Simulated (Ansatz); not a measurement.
# TiN (rock salt), scan of one atom of the cell

TiN (rock salt)

```
CELL_PARAMETERS angstrom
      0.00000     4.23251     4.23251
      2.11625     0.00000     2.11625
      2.11625     2.11625     0.00000
ATOMIC_POSITIONS crystal
  N  0.00000 0.00000 0.00000
  N  0.50000 0.00000 0.00000
  Ti 0.25000 0.50000 0.50000
  Ti 0.75000 0.50000 0.50000
```

Scan: atom 4 (Ti, nearest neighbour N at 2.116 Å; its periodic images, 3.0 Å or more away, move with it) is displaced along Cartesian z, direction (0.000, 0.000, 1.000) in Cartesian axes, by s. The other atoms stay.

Method: r2SCAN (plane waves to 500 eV, PAW, scalar-relativistic; Ansatz, an electronic-structure program). k mesh 15×15×15 (Γ-centred), Fermi-Dirac smearing 0.05 eV. Energies are smeared free energies. Left out: 4 of 11 points, with atoms too close for the PAW data. With partly filled bands, energies and forces of such displacements shift with the k mesh and the smearing. F⊥ is the part of the force across the line. TiN is run without spin polarisation. TiN was relaxed with its symmetry unable to fall. The zero of ΔE is the undisplaced structure.

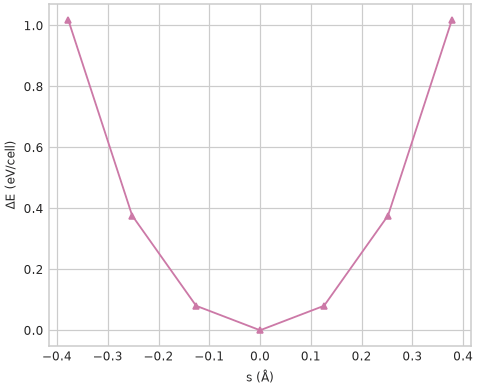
*ΔE (eV/cell) against s (Å); one marker a computed point.*

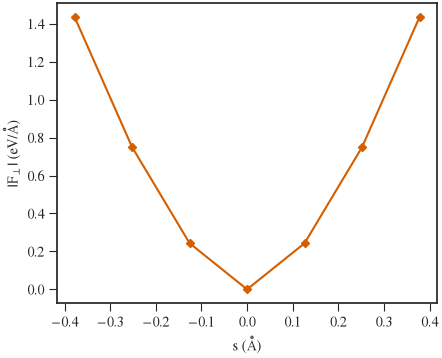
Figure. |F⊥| (eV/Å) against s (Å); computed points joined by lines.

The force constant k = d²E/ds² at s = 0 (finite differences) is 9.71 eV/Å² and the force along the line at s = -0.378 Å is 6.98 eV/Å. Harmonic estimate at the end of the scan: ½ks² = 694 meV/cell against the computed 1019 meV/cell, so the well is stiffer than harmonic there. Shape of the curve: a single well with its minimum at or next to zero displacement. Symmetry of the curve: even: the same for both signs.

The forces along the line at the two nearest points give (1.356 − (-1.356)) / (2·0.126) = 10.76 eV/Å²; the next pair corrects for the finite step.

(A displaced cell: forces are minus the slopes of the energy, force constants its curvatures, and phonons follow from these.)
